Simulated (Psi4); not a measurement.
# CH5In (SMILES [CH3][InH2]), run twice

Aim: the energy in a field of CH5In at wB97X-3c/vDZP (density fitting, core potential, ddCOSMO ethanol, dipole perturbation λ (added as +λ·μ, a field of −λ) (0, 0.01, 0) a.u.).

Program for the calculation: Psi4 1.11.

4 further runs of the same task are left out: 4 set aside as unsound or not needed.

### Step 1. The molecule

CH5In has 7 atoms, charge 0, and is taken as a singlet. As SMILES, `[CH3][InH2]`. The shape is that of a PBE0-D4/def2-TZVP optimisation.

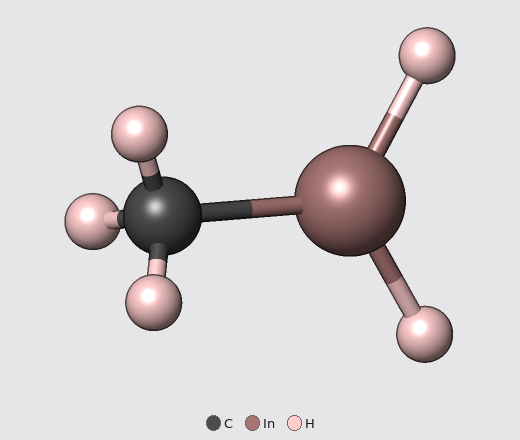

Viewed from a chosen angle; carbon dark grey, indium brown, hydrogen pink.

### Step 2. First attempt

Contents of ch5in.in:

```
memory 1600 mb

molecule {
  C     -0.528500    -0.700600    -0.498600
  In     0.594300     0.783800     0.584000
  H     -1.415600    -1.012400     0.052500
  H     -0.848300    -0.280000    -1.455900
  H      0.091200    -1.573000    -0.712000
  H     -0.133500     1.677000     1.874900
  H      2.240400     1.105200     0.155100
  symmetry c1
  no_reorient
  no_com
}

set globals {
  scf_type df
  perturb_h true
  perturb_with dipole
  perturb_dipole [0.0, 0.01, 0.0]
  maxiter 2
  ddx true
  ddx_model cosmo
  ddx_solvent ethanol
  ddx_radii_set uff
}

e = energy('wb97x-3c')
```

On the command line:

```bash
$ psi4 -n 1 ch5in.in ch5in.out
```

ch5in.out:

```text
Psi4 1.11 release

  PCM or DDX continuum solvation does not make use of molecular symmetry: further calculations in C1 point group.

   => Loading Basis Set <=

    Name: VDZP
    Role: ORBITAL
    Keyword: BASIS

    !!!  WARNING: ECP capability is in beta. Please check occupations closely.  !!!

   => WB97X3C: Empirical Dispersion <=

        a1 =       0.246400
        a2 =       4.737000
       alp =      16.000000
        s6 =       1.000000
        s8 =       0.000000
        s9 =       1.000000
        ga =       3.000000
        gc =       2.000000
        wf =       6.000000

         ---------------------------------------------------------
                                   SCF
                              RKS Reference
                        1 Threads,   1525 MiB Core
         ---------------------------------------------------------

  ==> Geometry <==

[... 97 lines left out ...]
    Weights Tolerance      =       1.00E-15
[... 121 lines left out ...]
                           Total Energy        Delta E     RMS |[F,P]|

   @DF-RKS iter SAD:    -9.78981460077901   -9.78981e+00   0.00000e+00
   @DF-RKS iter   1:   -10.41688666949343   -6.27072e-01   1.06041e-02 ADIIS/DIIS
   @DF-RKS iter   2:   -10.49340336796349   -7.65167e-02   7.95805e-03 ADIIS/DIIS

PsiException: Could not converge SCF iterations in 2 iterations.

  Failed to converge.

psi4.driver.p4util.exceptions.SCFConvergenceError: Could not converge SCF iterations in 2 iterations.

Printing out the relevant lines from the Psithon --> Python processed input file:
    core.set_global_option("MAXITER", 2)
    core.set_global_option("DDX", "true")
    core.set_global_option("DDX_MODEL", "cosmo")
    core.set_global_option("DDX_SOLVENT", "ethanol")
    core.set_global_option("DDX_RADII_SET", "uff")
--> e = energy('wb97x-3c')

!-----------------------------------------------------!
!                                                     !
!  Could not converge SCF iterations in 2 iterations. !
!                                                     !
!-----------------------------------------------------!

    Psi4 run time: 0:00:03.67
```

It took 4.5 s on 1 thread of Intel Xeon 6975P-C (Granite Rapids), shared host; peak memory 0.49 GiB.

### Step 3. What went wrong

The run stopped without converging.

The telling line is `Could not converge SCF iterations in 2 iterations.`. The fault: the iteration cap is too low for convergence. To mend it: iteration cap at its default in place of 2.

### Step 4. Second attempt

Contents of job.inp:

```
memory 1600 mb

molecule {
  0 1
  C     -0.528500    -0.700600    -0.498600
  In     0.594300     0.783800     0.584000
  H     -1.415600    -1.012400     0.052500
  H     -0.848300    -0.280000    -1.455900
  H      0.091200    -1.573000    -0.712000
  H     -0.133500     1.677000     1.874900
  H      2.240400     1.105200     0.155100
  symmetry c1
  no_reorient
  no_com
}

set {
  scf_type       df
  perturb_h      true
  perturb_with   dipole
  perturb_dipole [0.0, 0.01, 0.0]
  ddx            true
  ddx_model      cosmo
  ddx_solvent    ethanol
  ddx_radii_set  uff
}

result, w = energy('wb97x-3c', return_wfn=True)
```

On the command line:

```bash
$ psi4 job.inp job.out -n 1
```

job.out:

```text
[...]
    !!!  WARNING: ECP capability is in beta. Please check occupations closely.  !!!
[...]
  Running in c1 symmetry.
[...]
  Nuclear repulsion =   15.490701741180953
[...]
  Multiplicity = 1
[...]
  Nalpha       = 6
  Nbeta        = 6
[...]
    Number of basis functions: 51
[...]
   @DF-RKS iter   1:   -10.41688666949343   -6.27072e-01   1.06041e-02 DIIS/ADIIS
[...]
   @DF-RKS iter   7:   -10.59353066946939   -1.76360e-07   8.71257e-07 DIIS
[...]
    Orbital Energies [Eh]
    ---------------------
    Doubly Occupied:
       1A     -0.794724     2A     -0.538796     3A     -0.491019
       4A     -0.487127     5A     -0.411027     6A     -0.369292
[...]
  @DF-RKS Final Energy:   -10.59353066946939
   => Energetics <=
    Nuclear Repulsion Energy =             15.4907017411809527
    One-Electron Energy =                 -44.6877333514895767
    Two-Electron Energy =                  20.7536556787599622
    DFT Exchange-Correlation Energy =      -2.1379006415685016
    Empirical Dispersion Energy =          -0.0040144312361089
    VV10 Nonlocal Energy =                  0.0000000000000000
    DD Solvation Energy =                 -0.0082396651161198
    Total Energy =                        -10.5935306694693931
[...]
 Multipole Moments:
 ------------------------------------------------------------------------------------
     Multipole            Electronic (a.u.)      Nuclear  (a.u.)        Total (a.u.)
 ------------------------------------------------------------------------------------
 L = 1.  Multiply by 2.5417464519 to convert [e a0] to [Debye]
 Dipole X            :          0.5281816           -0.7500323           -0.2218507
 Dipole Y            :          0.1981272           -1.0094917           -0.8113645
 Dipole Z            :          0.3664768           -0.6194522           -0.2529754
 Magnitude           :                                                    0.8783659
[...]
```

It took 6.9 s on 1 thread of Intel Xeon 6975P-C (Granite Rapids), shared host; peak memory 0.49 GiB.

### Step 5. What came out

At wB97X-3c/vDZP (density fitting, core potential, ddCOSMO ethanol, dipole perturbation λ (added as +λ·μ, a field of −λ) (0, 0.01, 0) a.u.):

```
                  quantity         value
              total energy  -10.59353 Eh
             dipole moment        2.23 D
             HOMO–LUMO gap      10.19 eV
solvent term in the energy  -21.6 kJ/mol
```
